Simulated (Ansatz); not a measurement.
# Cr3PdN (Pm-3m): following an unstable mode, part 2 of 2

Which phase does Cr3PdN (Pm-3m) fall into along its unstable mode, and how much energy does it gain?

Ansatz 0.2.0; DFT PBEsol, scalar-relativistic, plane waves, PAW; PAW set soft_1.

So far, highest frequency on the path or at a solved wavevector (cm⁻¹): step 2 (response at finite wavevector) 690. Also lowest frequency on the path (cm⁻¹): step 2 -70.5.

### 6. Relaxation from the frozen mode

Starting from the lowest point found, all atoms and the cell are let go, so that strain and other modes of the same symmetry can join in.

Contents of input.yaml:

```yaml
crystal:
  lattice:
    - [3.78590862, 0.0, 0.0]
    - [0.0, 3.78590862, 0.0]
    - [0.0, 0.0, 3.78590862]
  atoms:
    - { symbol: Cr, position: [0.5, 0.0, 0.5] }
    - { symbol: Cr, position: [0.0, 0.5211309907, 0.5] }
    - { symbol: Cr, position: [0.5, 0.4788690093, 0.0] }
    - { symbol: Pd, position: [0.0, 0.0, 0.0] }
    - { symbol: "N", position: [0.5, 0.5, 0.5] }
kpoints:
  mp_grid: { grid: [12, 12, 12] }
hamiltonian:
  xc: pbesol
  pseudopotentials: { kind: paw, azcp: { folder: soft_1 }, xc_functional: pbe }
scf:
  occupations: { method: methfessel_paxton, width: 0.2 }
output:
  forces: true
  stress: true
  eigenvalues: true
relax:
  adjacent_minimum: "off"
  f_tol: 0.002
  max_steps: 120
  cell: { stress_tol: 0.03 }
```

Started as:

```console
$ ansatz run input.yaml --threads 4 --pin off --max-ram 10240MiB --backend cpu --events-out ev --progress --plain --runs-dir out
```

Numbers of over 12 decimals in the logs are rounded to 6 here.

Output:

```text
[...]
Crystal: 5 atoms, lattice volume = 54.264 Å³
Basis set: ecut = 420 eV, 1045 PW (Γ), exchange–correlation on 54×54×54 points (8 copies of the dense FFT grid, shifted against one another)
Bands: 39, of which v1, the nominal top of the filled ones, is band 33 counted from 1 (32 counted from 0)
Symmetry: 8 space group operations
[...]
k-points: 196 of 1728 (time reversal used)
[...]
SCF iter   1: F=—  HF=-17345.947302 eV  |F-HF|=—  |Δ(HF+E_count)|=         —  Δρ=3.52e-1  dr2=1.11e2  ethr=3.10e-3  ⟨swp⟩=4.0  Hψ=22787  notcnv=0
[...]
SCF iter  11: F=-17334.131072 eV  HF=-17334.131072 eV  |F-HF|=7.80e-9  |Δ(HF+E_count)|=   3.48e-8  S|Δr|=    0.00e0  Δρ=5.08e-6  dr2=1.28e-8  ethr=1.54e-10  ⟨swp⟩=4.5  Hψ=23739  notcnv=0
SCF 1 converged in 11 iterations: F = -17334.131072 eV  dr2 = 1.28e-8
[...]
relax step   1: F+E_penalty+E_count = -17334.13107165 eV  Δ(F+E_penalty+E_count) = +0.000e0 eV  max|allowed force component| = 2.519e-2 eV/Å  Δτ_max = 0.0000 Å  P = +0.156 GPa  Ω = 54.264 Å³  (11 SCF iters, dr2 threshold 1.00e-7 eV, accepted)
Crystal: 5 atoms, lattice volume = 54.285 Å³
Basis set: ecut = 420 eV, 1029 PW (Γ), exchange–correlation on 54×54×54 points (8 copies of the dense FFT grid, shifted against one another)
[...]
iter 1 solved again at ethr=1.55e-7 eV; its pass at ethr=3.10e-3 eV (dr2=1.01e-4 eV) is discarded
[...]
SCF iter   4: F=-17334.131627 eV  HF=-17334.131627 eV  |F-HF|=1.85e-7  |Δ(HF+E_count)|=   4.01e-7  S|Δr|=    0.00e0  Δρ=1.66e-5  dr2=2.22e-7  ethr=7.69e-10  ⟨swp⟩=2.7  Hψ=26161  notcnv=0
SCF 2 converged in 4 iterations: F = -17334.131627 eV  dr2 = 2.22e-7
relax step   2: F+E_penalty+E_count = -17334.13162702 eV  Δ(F+E_penalty+E_count) = -5.554e-4 eV  max|allowed force component| = 1.473e-2 eV/Å  Δτ_max = 0.0009 Å  P = +0.038 GPa  Ω = 54.285 Å³  energy of the carried Pulay correction = -2.049e-5 eV  (4 SCF iters, dr2 threshold 5.00e-7 eV, accepted)
[...]
SCF iter   4: F=-17334.131834 eV  HF=-17334.131834 eV  |F-HF|=4.19e-8  |Δ(HF+E_count)|=   2.19e-7  S|Δr|=    0.00e0  Δρ=1.34e-5  dr2=6.18e-8  ethr=7.69e-10  ⟨swp⟩=5.1  Hψ=27801  notcnv=0
SCF 3 converged in 4 iterations: F = -17334.131834 eV  dr2 = 6.18e-8
relax step   3: F+E_penalty+E_count = -17334.13183440 eV  Δ(F+E_penalty+E_count) = -2.074e-4 eV  max|allowed force component| = 3.375e-3 eV/Å  Δτ_max = 0.0012 Å  P = +0.035 GPa  Ω = 54.285 Å³  energy of the carried Pulay correction = -1.995e-5 eV  (4 SCF iters, dr2 threshold 5.00e-7 eV, accepted)
[...]
relax step   4: F+E_penalty+E_count = -17334.13046569 eV  Δ(F+E_penalty+E_count) = +1.369e-3 eV  max|allowed force component| = 2.673e-2 eV/Å  Δτ_max = 0.0372 Å  P = -0.212 GPa  Ω = 54.310 Å³  energy of the carried Pulay correction = -4.437e-5 eV  (8 SCF iters, dr2 threshold 4.52e-9 eV, rejected (line search))
[...]
relax step   5: F+E_penalty+E_count = -17334.13182605 eV  Δ(F+E_penalty+E_count) = +8.348e-6 eV  max|allowed force component| = 4.132e-3 eV/Å  Δτ_max = 0.0042 Å  P = -0.020 GPa  Ω = 54.292 Å³  energy of the carried Pulay correction = -2.674e-5 eV  (10 SCF iters, rejected (line search))
[...]
relax step   6: F+E_penalty+E_count = -17334.13183679 eV  Δ(F+E_penalty+E_count) = -2.396e-6 eV  max|allowed force component| = 1.557e-4 eV/Å  Δτ_max = 0.0019 Å  P = -0.002 GPa  Ω = 54.290 Å³  energy of the carried Pulay correction = -2.523e-5 eV  (8 SCF iters, accepted)
[...]
SCF iter   6: F=-17334.131893 eV  HF=-17334.131893 eV  |F-HF|=3.64e-12  |Δ(HF+E_count)|=  7.28e-12  S|Δr|=    0.00e0  Δρ=9.79e-8  dr2=3.33e-12  ethr=1.00e-12  ⟨swp⟩=4.9  Hψ=25328  notcnv=0
SCF 7 converged in 6 iterations: F = -17334.131893 eV  dr2 = 3.33e-12
[...]
relax step   7: F+E_penalty+E_count = -17334.13189325 eV  Δ(F+E_penalty+E_count) = -5.646e-5 eV  max|allowed force component| = 1.553e-4 eV/Å  Δτ_max = 0.0000 Å  P = -0.002 GPa  Ω = 54.290 Å³  stress off target by 3.76e-3 GPa  SCF on the basis re-selected at this cell (its energy is not comparable with the rows above)  (6 SCF iters)
basis re-selected at this cell: Δ(F+E_penalty+E_count) = -5.646e-5 eV, ΔP = +0.000 GPa vs the last step (what re-selecting the basis moved, of the pressure what is left beyond the Pulay correction that the steps carried, after the strain that the cell walked since its last selection, with what the two solves' SCF thresholds leave and, on support functions, any second-order correction that the steps lacked; it is no m [...]
SCF converged after 6 iterations
[...]
Free energy (F): -17334.131893 eV
[...]
Internal energy: -17334.132533 eV  (E = F + TS)
E sigma→0 (E₀):  -17334.132053 eV
Entropy (-TS):   0.000640 eV (0.128 meV/atom)
Fermi energy:    19.364672 eV
[...]
--- Forces (eV/Å), atoms counted from 1 ---
  atom   1  Cr    -0.00000000     0.00000000    -0.00000000
  atom   2  Cr    -0.00000000    -0.00015535    -0.00000000
  atom   3  Cr     0.00000000     0.00015535     0.00000000
  atom   4  Pd     0.00000000     0.00000000     0.00000000
  atom   5  N      0.00000000     0.00000000     0.00000000
  max |Σ_I F_I| component: 9.54e-17 eV/Å
--- Stress (GPa, compression-positive) ---
       -0.003756      -0.000000       0.000000
       -0.000000       0.002825      -0.000000
        0.000000      -0.000000      -0.003756
  P = ⅓ Tr σ = -0.0016 GPa (-0.016 kbar)
--- Band table (eV; the first three rows and the last of 196) ---
  k-point 0: bands = [... 29 lower, 19.1379, 19.1610, 20.0074, 20.0359, 20.6215, 20.6215, 20.6516, 21.0531, ... 2 higher]
  k-point 1: bands = [... 29 lower, 19.1144, 19.1761, 19.9899, 20.0404, 20.4745, 20.4874, 20.6364, 21.0135, ... 2 higher]
  k-point 2: bands = [... 29 lower, 18.9757, 19.2292, 19.9221, 19.9612, 20.1484, 20.1513, 20.6261, 20.8894, ... 2 higher]
  k-point 195: bands = [... 29 lower, 19.2854, 19.2969, 19.2969, 19.7653, 19.7747, 19.7747, 20.6083, 20.6175, ... 2 higher]
--- Relaxed structure (6 steps of the walk, 4 accepted, 1 SCFs on fresh bases) ---
  F+E_penalty+E_count = -17334.13189325 eV   max|allowed force component| = 1.553e-4 eV/Å   (the final SCF, on the basis selected at the relaxed cell)
  cell:  # Å, volume = 54.2901 Å³
    - [3.781807, 0, 0]
    - [0, 3.795961, 0.0]
    - [0, 0.0, 3.781807]
  atoms:
    - { symbol: Cr, position: [0.5, 0, 0.5] }
    - { symbol: Cr, position: [0, 0.520091, 0.5] }
    - { symbol: Cr, position: [0.5, 0.479909, 0.0] }
    - { symbol: Pd, position: [0, 0, 0.0] }
    - { symbol: N, position: [0.5, 0.5, 0.5] }
```

Run time: 85 s. Hardware: 4 threads of Arm Neoverse V1, shared host; peak memory 0.61 GiB.

The steps of the relaxation:

```
step  energy less that of the first step (eV)  largest force component (eV/Å)  pressure (GPa)  volume (Å³)
   1                                   0.0000                          0.0252            0.16        54.26
   2                                  -0.0006                          0.0147            0.04        54.29
   3                                  -0.0008                          0.0034            0.04        54.28
   4                                   0.0006                          0.0267           -0.21        54.31
   5                                  -0.0008                          0.0041           -0.02        54.29
   6                                  -0.0008                          0.0002            0.00        54.29
  7*                                  -0.0008                          0.0002            0.00        54.29
```

Relaxation steps marked * repeat the geometry before them on a plane-wave basis chosen anew for their cell, so energy and pressure can jump there. Relaxation steps 4, 5 were tried and not accepted.

Forces are held to the 8 operations that the run works with; a distortion that breaks them can't arise in this run.

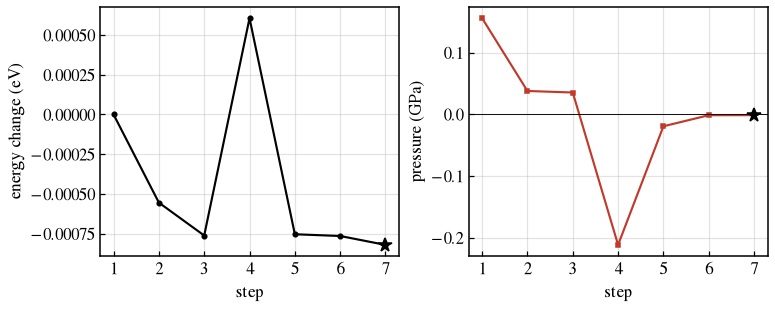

Energy and pressure along the relaxation. Stars mark steps on a basis chosen anew.

```
conventional cell, symmetrised  before  after  change
                         a (Å)   3.786  3.782  -0.1 %
                         b (Å)   3.786  3.782  -0.1 %
                         c (Å)   3.786  3.796  +0.3 %
              volume (Å³/atom)   10.85  10.86  +0.0 %
```

Final coordinates:

```xyz
5
Lattice="3.7818 0.0000 0.0000 0.0000 3.7960 0.0000 0.0000 0.0000 3.7818" Properties=species:S:1:pos:R:3 pbc="T T T"
Cr    1.8909    0.0000    1.8909
Cr    0.0000    1.9742    1.8909
Cr    1.8909    1.8217    0.0000
Pd    0.0000    0.0000    0.0000
N     1.8909    1.8980    1.8909
```

Numbers from this step:

| Quantity | Value |
| --- | --- |
| pressure | -0.001563 GPa |
| volume per atom | 10.86 Å³ |

The distorted start has space group P-4m2; the relaxation ends in P-4m2.

### 7. The new phase in its own primitive cell

The relaxed structure is symmetrised, reduced to its primitive cell and relaxed tightly, as its phonons need.

input.yaml, the sections that differ from step 6:

```yaml
crystal:
  lattice:
    - [3.7818071325, 0.0, 0.0]
    - [0.0, 3.7818071325, 0.0]
    - [0.0, 0.0, 3.7959613904]
  atoms:
    - { symbol: Cr, position: [0.5, 0.5, 0.0] }
    - { symbol: Cr, position: [0.5, 0.0, 0.4799086406] }
    - { symbol: Cr, position: [0.0, 0.5, 0.5200913594] }
    - { symbol: Pd, position: [0.0, 0.0, 0.0] }
    - { symbol: "N", position: [0.5, 0.5, 0.5] }
kpoints:
  mp_grid: { grid: [10, 10, 10] }
relax:
  adjacent_minimum: "off"
  f_tol: 0.001
  max_steps: 60
  cell: { stress_tol: 0.01 }
# hamiltonian, scf, output: as in step 6
```

Output:

```text
[...]
Crystal: 5 atoms, lattice volume = 54.290 Å³
Basis set: ecut = 420 eV, 1029 PW (Γ), exchange–correlation on 54×54×54 points (8 copies of the dense FFT grid, shifted against one another)
Bands: 39, of which v1, the nominal top of the filled ones, is band 33 counted from 1 (32 counted from 0)
Symmetry: 8 space group operations
[...]
k-points: 126 of 1000 (time reversal used)
[...]
--- Relaxed structure (3 steps of the walk, 3 accepted, 1 SCFs on fresh bases) ---
[...]
cell:  # Å, volume = 54.2907 Å³
    - [3.781866, 0.0, 0]
    - [0.0, 3.781866, 0.0]
    - [0, 0.0, 3.795884]
  atoms:
    - { symbol: Cr, position: [0.5, 0.5, 0.0] }
    - { symbol: Cr, position: [0.5, 0.0, 0.480103] }
    - { symbol: Cr, position: [0, 0.5, 0.519897] }
    - { symbol: Pd, position: [0, 0.0, 0] }
    - { symbol: N, position: [0.5, 0.5, 0.5] }
[key lines of the parts left out:]
SCF converged after 6 iterations
Free energy (F): -17334.131267 eV
Fermi energy:    19.365542 eV
P = ⅓ Tr σ = -0.0021 GPa (-0.021 kbar)
```

Run time: 29 s. Hardware: 4 threads; peak memory 0.52 GiB; 1.9 min of CPU time.

Little changed from the start: no atom moved by 0.005 Å and no cell edge by 0.1 %.

Numbers from this step:

```
pressure : -0.002066 GPa
```

The largest force component left is 0.081 meV/Å and the pressure is -0.002 GPa, within the tolerances set. The cell now holds 10.86 Å³/atom.

### 8. Modes of the new phase, k-mesh 10×10×10

A relaxed structure may still be a saddle point, so its zone-centre modes are computed. No field response is asked, since the mesh shows no gap.

input.yaml, the sections that differ from step 7:

```yaml
crystal:
  lattice:
    - [3.7818659254, 0.0, 0.0]
    - [0.0, 3.7818659254, 0.0]
    - [0.0, 0.0, 3.7958842162]
  atoms:
    - { symbol: Cr, position: [0.5, 0.5, 0.0] }
    - { symbol: Cr, position: [0.5, 0.0, 0.480103197] }
    - { symbol: Cr, position: [0.0, 0.5, 0.519896803] }
    - { symbol: Pd, position: [0.0, 0.0, 0.0] }
    - { symbol: "N", position: [0.5, 0.5, 0.5] }
output:
  eigenvalues: true
phonons:
  method: dfpt
# kpoints, hamiltonian, scf: as in step 7
# relax: removed
```

Output:

```text
zone centre: on kpoints.mp_grid the ground state, and the responses unless they are solved on pairs of k-points, stand on 216 of the mesh's 1000 k-points, reduced under 4 symmetry operations, with k and −k counted as one. Each operation leaves every solved displacement unchanged or reverses it
[...]
Crystal: 5 atoms, lattice volume = 54.291 Å³
Basis set: ecut = 420 eV, 1029 PW (Γ), exchange–correlation on 54×54×54 points (8 copies of the dense FFT grid, shifted against one another)
Bands: 39, of which v1, the nominal top of the filled ones, is band 33 counted from 1 (32 counted from 0)
Symmetry: 8 space group operations
k-points: 216 of 1000 (irreducible under 4 space group operations, time reversal used)
[...]
SCF iter   1: F=—  HF=-17345.953696 eV  |F-HF|=—  |Δ(HF+E_count)|=         —  Δρ=3.53e-1  dr2=1.11e2  ethr=3.10e-3  ⟨swp⟩=3.9  Hψ=25553  notcnv=0
[...]
SCF iter  14: F=-17334.131267 eV  HF=-17334.131267 eV  |F-HF|=0.00e0  |Δ(HF+E_count)|=  3.64e-12  S|Δr|=    0.00e0  Δρ=5.99e-8  dr2=1.50e-12  ethr=1.00e-12  ⟨swp⟩=5.4  Hψ=34787  notcnv=0
SCF 1 converged in 14 iterations: F = -17334.131267 eV  dr2 = 1.50e-12
[...]
DFPT response loops at Γ: preconditioner auto → Kerker (q_TF=auto, 2.811 Å⁻¹) (partly filled bands, converged f_vac=0.000); β = 1.00, the filter's whole step (`scf.mixing.beta` (0.50) is not read by the response loops under this deck's `scf.mixing.preconditioner`; to damp them name `kerker` or `kerker_dos`, under which they read `scf.mixing.beta`, and type it under 1.00, their step now; both keys bind the ground state too); Broyden in place of MSR1
SCF converged after 14 iterations
[...]
Free energy (F): -17334.131267 eV
[...]
Internal energy: -17334.131608 eV  (E = F + TS)
E sigma→0 (E₀):  -17334.131352 eV
Entropy (-TS):   0.000342 eV (0.068 meV/atom)
Fermi energy:    19.365542 eV
[...]
--- Band table (eV; the first three rows and the last of 216) ---
  k-point 0: bands = [... 29 lower, 19.1384, 19.1608, 20.0071, 20.0351, 20.6219, 20.6219, 20.6515, 21.0536, ... 2 higher]
  k-point 1: bands = [... 29 lower, 19.0954, 19.1879, 19.9556, 20.0589, 20.4159, 20.4159, 20.6468, 20.9923, ... 2 higher]
  k-point 2: bands = [... 29 lower, 18.8657, 19.2658, 19.8136, 19.9432, 19.9830, 19.9830, 20.6353, 20.8142, ... 2 higher]
  k-point 215: bands = [... 29 lower, 19.2859, 19.2971, 19.2971, 19.7653, 19.7743, 19.7743, 20.6081, 20.6172, ... 2 higher]
--- Phonons (Γ-DFPT): 9 representative perturbations + reference, on 216 of 1000 k-points (Σ response iterations 39) ---
  k mesh reduced under 4 symmetry operations, with k and −k counted as one. Each operation leaves every solved displacement unchanged or reverses it
  ASR residual: 2.066e-4 → 0.000e0 eV/Å²; symmetrization residual: 9.415e-5 eV/Å²
  ASR residual per site (eV/Å²): 1.93e-4 3.94e-5 3.94e-5 2.07e-4 5.29e-5
[...]
non-analytic LO–TO correction: not included (Born effective charges unavailable; polar crystals: no LO–TO splitting at Γ)
```

Elapsed: 3.1 min, on 4 threads; peak memory 1.8 GiB; 12 min of CPU time.

Numbers from this step:

```yaml
sum_rule_residual_before_enforcement: 2.07e-4 eV/Å²
point_group: -42m
highest_optical_mode_at_the_zone_centre_no_lo_to_term: 694.4 cm⁻¹
lowest_optical_zone_centre_mode: 42.31 cm⁻¹
```

Patterns of degenerate modes are one choice out of their space. Modes at Γ, with each element's share of the kinetic energy:

```
mode  frequency (cm⁻¹)  symmetry  Cr %  Pd %  N %
   1               0.0  acoustic    56    39    5
   2               0.0  acoustic    56    38    5
   3               0.0  acoustic    56    39    5
   4              42.3         E    98     1    2
   5              42.3         E    98     1    2
   6              92.5         E    72    10   17
   7              92.5         E    72    10   17
   8             102.1        A1   100     0    0
   9             109.3        B2    70    11   19
  10             198.4        B2    49    51    0
  11             202.9         E    50    50    0
  12             202.9         E    50    50    0
  13             686.4        B2    24     0   76
  14             694.4         E    24     0   76
  15             694.4         E    24     0   76
```

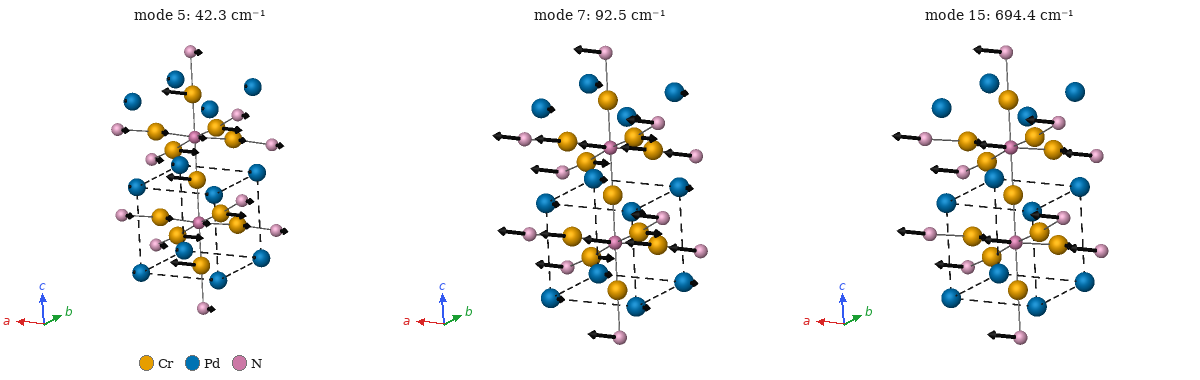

Displacement patterns of modes 5, 7 and 15 at Γ; arrows are exaggerated. 1×1×2 cells are drawn. Some periodic images of atoms are drawn too.

Before it was imposed, the acoustic sum rule was missed by 2.1e-4 eV/Å². Small misses are needed for a sound result but don't prove that mesh and cutoff are converged. The lowest optical mode is real, 42.3 cm⁻¹.

### 9. Results

- unstable mode of the parent: q = (0, 0, 0), 70i cm⁻¹
- depth at the lowest point sampled: 0.437 meV/atom
- largest atomic shift at that point: 0.08 Å
- space group reached (within 0.01 Å): P-4m2
- energy gained over the parent (first relaxation, on the mesh of the frozen mode): 0.595 meV/atom
- volume per atom, phase reached: 10.9 Å³
- lowest optical zone-centre mode, phase reached: 42.3 cm⁻¹
- highest optical mode at the zone centre (no LO-TO term), phase reached: 694 cm⁻¹

**Reading.** Along this mode the structure falls into P-4m2, 0.595 meV/atom below the parent. At the parent's cell the well is 0.437 meV/atom deep on the steps tried, with its lowest point at a shift of 0.08 Å. Relaxing atoms and cell changes the gain by +0.16 meV/atom against the lowest step (energies at zero smearing). The new phase has no imaginary mode at the zone centre of its cell; other wavevectors were not checked. How so shallow a well moves with the k mesh was not tested. Of the 4 patterns followed to their end from this parent, this one reaches the lowest energy. Another end point lies within 1 meV/atom; how such a difference moves with mesh and cutoff was not tested. Each path keeps the symmetry of its pattern, so a lower phase may lie along a pattern not tried. The q mesh stands for a supercell only 7.6 Å across, so branches between the solved wavevectors are rough. With no gap, or one that is small against the smearing, the frequencies hang on the k mesh and the smearing, most of all near Kohn anomalies. The phonon runs are without spin polarisation, although the cell has an odd electron count. The PAW files were made for PBE and serve the other functionals too.

[Logs are printed without paths, hosts, clocks, repeated set-up lines and the standing remarks that a program may print on its own settings, such as how far it seeks lower states.]

[Hosts, paths, dates, database ids (printed as entryN), source tags and the programs' standing remarks are cut or masked in the printed files.]
